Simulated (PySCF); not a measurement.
## C6H9NSi: core-level calculation

The run: core-level calculation of C6H9NSi. Method and program: delta-SCF UKS SCAN, pcX-2 on the ionised atom, pcseg-1 elsewhere, spin-free X2C (PySCF 2.14.0).

It belongs to a series of runs on one base structure; here: constitutional isomer. Figures and captions count atoms from 1; the log counts them from 0 in places.

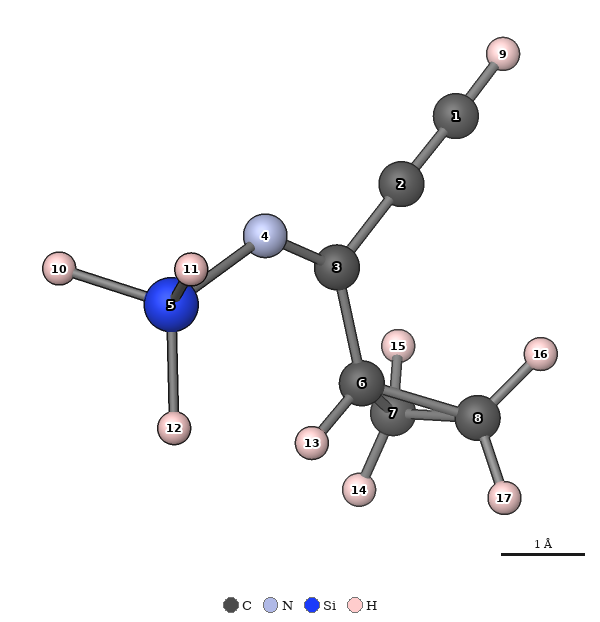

Fig. 1: The structure as given in the input (ball-and-stick view, seen at a tilt; atoms are numbered from 1 in the order of the input). Bond lengths as drawn: C–C 1.21 to 1.51 Å, C–H 1.07 to 1.09 Å, C–N 1.27 Å, H–Si 1.49 to 1.50 Å and N–Si 1.74 Å.

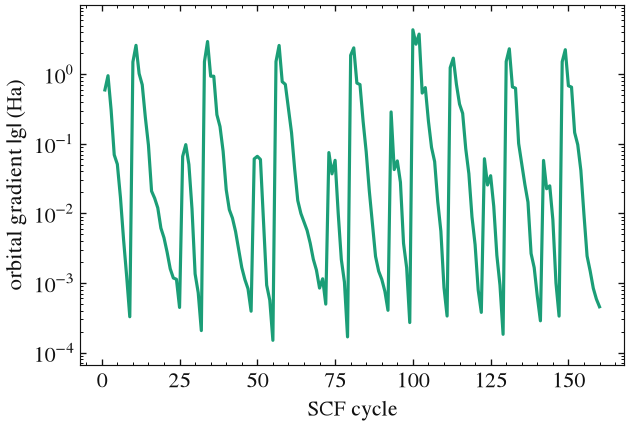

Fig. 2: Convergence of the self-consistent field: orbital gradient |g| against the SCF cycle. All cycles printed in the log are drawn one after another.

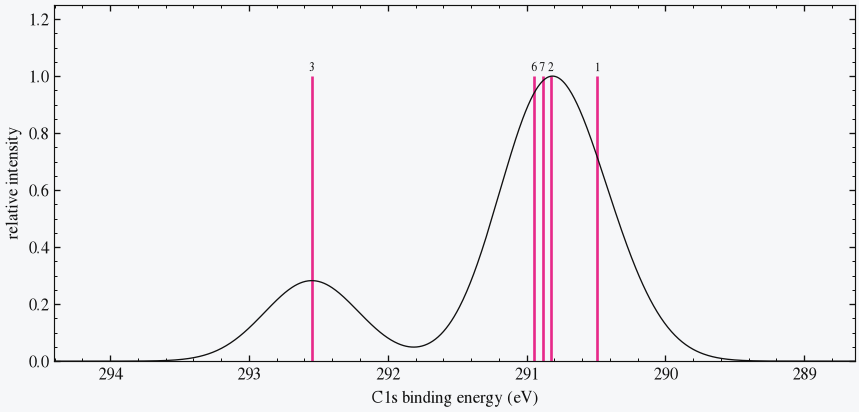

Fig. 3: C1s binding energies by ΔSCF of the atoms computed, labelled by atom number, with a Gaussian envelope of 0.8 eV full width. They run from 290.49 eV (atom 1) to 292.55 eV (atom 3).

These pictures come from the run below.

The input:
```
{"job": {"kind": "xps"}, "charge": 0, "multiplicity": 1}
C     -1.875555     2.290316     0.957077
C     -0.964186     1.571418     0.605554
C      0.112891     0.685208     0.201893
N      1.189971     1.208003    -0.230456
Si     2.699628     0.551994    -0.787779
C     -0.159613    -0.771376     0.339005
C     -0.992746    -1.294446     1.487357
C     -1.548469    -1.321942     0.109929
H     -2.666784     2.953069     1.257350
H      3.763439     1.044092     0.136016
H      2.945518     1.095246    -2.155112
H      2.801820    -0.946546    -0.856951
H      0.674667    -1.398680     0.015922
H     -0.660393    -2.228639     1.946460
H     -1.396681    -0.556228     2.185209
H     -2.333294    -0.601981    -0.136700
H     -1.616466    -2.275876    -0.418624
```

The first line tells a small driver script what to run in PySCF; the rest is the geometry in Å.

Launched with:
```bash
OMP_NUM_THREADS=1 python <driver script> task.json out
```

The program's output:
```
ground state, core basis on atom 0 (C), 192 functions
  cycle   1  E = -578.56339325  |g| = 5.94e-01
  cycle   2  E = -578.41938063  |g| = 9.52e-01
  cycle   3  E = -578.62648819  |g| = 3.06e-01
  cycle   4  E = -578.64992618  |g| = 6.94e-02
  cycle   5  E = -578.65058619  |g| = 5.09e-02
  cycle   6  E = -578.65121845  |g| = 1.69e-02
  cycle   7  E = -578.65128512  |g| = 4.21e-03
  cycle   8  E = -578.65128949  |g| = 1.24e-03
  cycle   9  E = -578.65129081  |g| = 3.27e-04
  E(ground) = -578.69880825 Eh
hole in C 1s of atom 0
  cycle   1  E = -567.38780676  |g| = 1.50e+00
[... 15 cycles left out ...]
  E(ion) = -568.02348450 Eh   <S^2> = 0.8645   hole on atom = 1.000   binding energy = 290.490 eV
ground state, core basis on atom 1 (C), 192 functions
[... 7 cycles left out ...]
  E(ground) = -578.69995230 Eh
hole in C 1s of atom 1
[... 16 cycles left out ...]
  E(ion) = -568.01234787 Eh   <S^2> = 0.8903   hole on atom = 1.000   binding energy = 290.825 eV
ground state, core basis on atom 2 (C), 192 functions
[... 7 cycles left out ...]
  E(ground) = -578.69792169 Eh
hole in C 1s of atom 2
[... 17 cycles left out ...]
  E(ion) = -567.94701772 Eh   <S^2> = 0.8897   hole on atom = 1.000   binding energy = 292.547 eV
ground state, core basis on atom 3 (N), 192 functions
[... 7 cycles left out ...]
  E(ground) = -578.70834515 Eh
hole in N 1s of atom 3
[... 13 cycles left out ...]
  E(ion) = -563.88355913 Eh   <S^2> = 0.7782   hole on atom = 1.000   binding energy = 403.403 eV
ground state, core basis on atom 4 (Si), 203 functions
[... 7 cycles left out ...]
  E(ground) = -578.74962334 Eh
hole in Si 1s of atom 4
[... 12 cycles left out ...]
  E(ion) = -510.89122508 Eh   <S^2> = 0.7523   hole on atom = 1.000   binding energy = 1846.521 eV
hole in Si 2p of atom 4
[... 11 cycles left out ...]
  E(ion) = -574.82187424 Eh   <S^2> = 0.7518   hole on atom = 1.003   binding energy = 106.879 eV
  2p3/2 = 106.652 eV   2p1/2 = 107.276 eV
ground state, core basis on atom 5 (C), 192 functions
[... 7 cycles left out ...]
  E(ground) = -578.69640662 Eh
hole in C 1s of atom 5
[... 12 cycles left out ...]
  E(ion) = -568.00429753 Eh   <S^2> = 0.7728   hole on atom = 1.000   binding energy = 290.947 eV
ground state, core basis on atom 6 (C), 192 functions
[... 6 cycles left out ...]
  E(ground) = -578.69528652 Eh
hole in C 1s of atom 6
[... 3 cycles left out ...]
  cycle   4  E = -567.73697025  |g| = 6.52e-01
  cycle   5  E = -567.94828811  |g| = 1.45e-01
  cycle   6  E = -567.95446610  |g| = 9.71e-02
  cycle   7  E = -567.95876492  |g| = 4.15e-02
  cycle   8  E = -567.95966481  |g| = 9.60e-03
  cycle   9  E = -567.95972087  |g| = 2.44e-03
  cycle  10  E = -567.95972895  |g| = 1.48e-03
  cycle  11  E = -567.95973107  |g| = 8.39e-04
  cycle  12  E = -567.95973247  |g| = 5.86e-04
  cycle  13  E = -567.95973436  |g| = 4.55e-04
  E(ion) = -568.00547768 Eh   <S^2> = 0.7716   hole on atom = 1.000   binding energy = 290.885 eV
```

Summary:

| quantity | value |
| --- | --- |
| outcome | converged |
| hardware | 1 CPU thread, shared host |
| wall time | 1.7 min |
| peak memory | 0.83 GiB |

Notes:

The core-hole state is spin-contaminated.
